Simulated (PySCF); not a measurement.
**[TaO2(OH)2]−: how tightly the ligands are held**

Aim: take one ligand of each kind off [TaO2(OH)2]−, with both parts rigid, and scan its distance from the metal. The structure is generated, not taken from experiment.

The runs use PySCF 2.14.0; TPSS, Ta def2-SVP with ECP60, O def2-SVP, H def2-SVP; scalar-relativistic core potentials, no spin–orbit coupling.

5 further runs of the same task are left out: 2 for a known fault of the program, 2 that didn't finish, 1 set aside as unsound or not needed.

## (1) The system as given

7 atoms, charge -1, spin multiplicity 1.

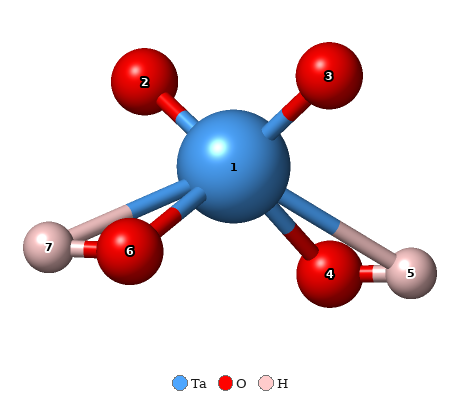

The geometry (tantalum blue, oxygen red, hydrogen pink); atoms are numbered from 1 in the order of the file.

Geometry (Å):

```xyz
7
charge -1, multiplicity 1
Ta    0.0000    0.0000   -0.1809
O     0.8766    1.1866    0.8440
O    -0.8766   -1.1866    0.8440
O     1.3051   -1.0198   -1.3060
H     1.1909   -1.9847   -1.2777
O    -1.3051    1.0198   -1.3060
H    -1.1909    1.9847   -1.2777
```

Formal oxidation states: Ta +5. An earlier session relaxed this geometry at TPSS, Ta def2-SVP with ECP60, O def2-SVP, H def2-SVP (singlet, point group C2).

## (2) Rigid scan of O

Atom 2 moves along the line from atom 1; the distance is to the donor, the donors' midpoint or the ring centre. Each point starts from the density of the one before.

```csv
distance (Å),energy from the relaxed point (eV)
1.50,3.101
1.60,1.152
1.70,0.243
1.80,0.000
1.90,0.175
2.00,0.601
2.10,1.168
2.25,2.132
```

Run time: 16 s. Hardware: 2 threads of AMD EPYC 9R45 (Zen 5), shared host.

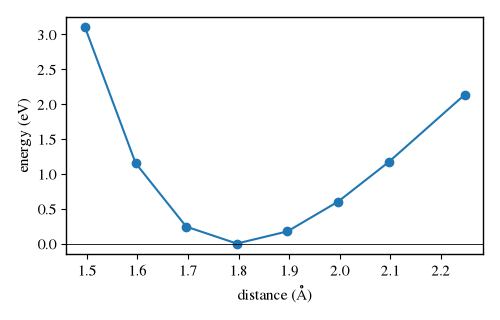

Energy along the rigid scan of O.

## (3) OH taken off

The ligand (atoms 4, 5) keeps its formal charge and a closed shell where it can; ligand and rest are solved at the complex's geometry, in vacuum, with the settings of the relaxation.

```csv
part,charge,state,energy (Eh)
complex,-1,singlet,-359.215219
ligand,-1,singlet,-75.662919
rest,0,singlet,-283.268405
```

It took 1.4 s on 2 threads of AMD EPYC 9R45 (Zen 5), shared host.

## (4) Rigid scan of OH

Atoms 4, 5 move together along the line from atom 1; the distance is to the donor, the donors' midpoint or the ring centre. Each point starts from the density of the one before.

```csv
distance (Å),energy from the relaxed point (eV)
1.70,1.518
1.80,0.567
1.90,0.120
2.00,0.000
2.10,0.087
2.20,0.300
2.40,0.907
2.70,1.895
3.10,2.994
3.60,3.925
```

Run time: 20 s. Hardware: 2 threads of AMD EPYC 9R45 (Zen 5), shared host.

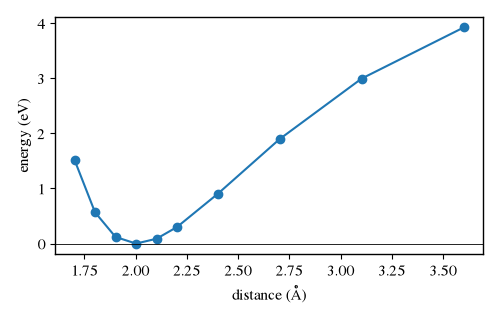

Energy along the rigid scan of OH.

## (5) What came out

| quantity | value |
| --- | --- |
| stiffness of the O contact | 41.7 eV/Å² |
| taking off OH | 7.73 eV |
| stiffness of the OH contact | 20.7 eV/Å² |

**Reading.** Near 1.80 Å the O contact has a stiffness of about 41.7 eV/Å², and the energy stands 2.13 eV higher at 2.25 Å. Taking off OH as a fragment of charge -1 costs 7.73 eV. Near 2.00 Å the OH contact has a stiffness of about 20.7 eV/Å², and the energy stands 3.93 eV higher at 3.60 Å. The free anion is solved without diffuse functions, no counterpoise correction is made, and the parts aren't relaxed; each of these makes the binding look larger. These are double-zeta-type bases without diffuse functions. Spin–orbit coupling is left out.
